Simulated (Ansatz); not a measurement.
The relaxed structure here is a generated cell of CoSi2: the first start was made by placing the elements on the sites of a structure type, and the end was not matched to a known phase here, so it may be hypothetical. Known forms of CoSi2 include space group No. 225.

The end point of a relaxation of CoSi2. Space group Fddd (No. 70). Method: PBEsol (plane waves to 420 eV, PAW, scalar-relativistic; Ansatz, a program for electronic structure).

```xyz
6
Lattice="0.0000 3.7309 4.5106 2.0753 0.0000 4.5106 2.0753 3.7309 0.0000" Properties=species:S:1:pos:R:3 pbc="T T T"
Si     2.0753     4.9784     4.5106
Si     2.0753     2.4833     4.5106
Si     3.1129     4.3488     6.7659
Si     3.1129     6.8439     6.7659
Co     0.0000     0.0000     0.0000
Co     1.0376     1.8654     2.2553
```

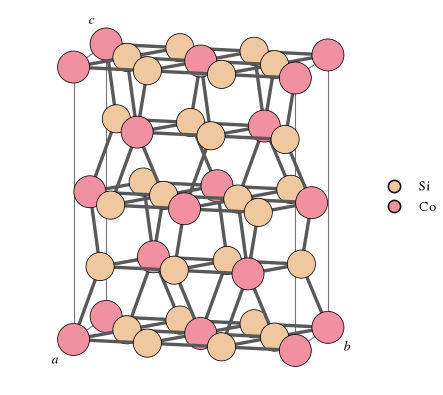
The conventional cell of the relaxed structure

Volume per atom: 11.64 Å³
Density: 5.47 g/cm³
Band gap: no gap (metallic)
Magnetic moment: zero (the starting moments vanished)
Shortest distances: Si–Si 2.42 Å; Co–Si 2.42 Å; Co–Co 3.11 Å
k-mesh: 12×12×12

Band energies at high-symmetry points (eV from the Fermi level; labels of this space group; no spin-orbit coupling), from −5 eV up to 1.0 eV:

| point | energies |
|---|---|
| Γ | -4.94 -4.34 -3.62 -2.92 -2.88 -2.55 -2.21 -1.69 -0.64 -0.01 0.33 0.39 0.47 0.62 0.70 |
| Y | -4.74 -4.74 -4.19 -4.19 -2.88 -2.88 -1.95 -1.95 -0.60 -0.60 -0.39 -0.39 0.88 0.88 |
| T | -2.96 -2.96 -2.91 -2.91 -2.80 -2.80 -2.49 -2.49 -0.86 -0.86 |
| Z | -4.83 -4.83 -4.26 -4.26 -2.80 -2.80 -2.72 -2.72 -2.70 -2.70 -0.16 -0.16 0.20 0.20 0.95 0.95 |
| Σ0 | -4.24 -3.43 -3.17 -2.56 -2.48 -2.21 -2.15 -2.15 -1.06 -0.89 0.71 |
| U0 | -4.24 -3.43 -3.17 -2.56 -2.48 -2.21 -2.15 -2.15 -1.06 -0.89 0.71 |
| C0 | -4.88 -4.88 -4.44 -4.44 -3.09 -3.09 -2.83 -2.83 -1.83 -1.83 -0.86 -0.86 -0.26 -0.26 |
| A0 | -4.88 -4.88 -4.44 -4.44 -3.09 -3.09 -2.83 -2.83 -1.83 -1.83 -0.86 -0.86 -0.26 -0.26 |

No spin polarisation in the result: the starting moments vanished. A magnetic state may lie lower.

The run could not lose the symmetry of its start: the end is stationary, and may be a saddle point rather than a minimum.
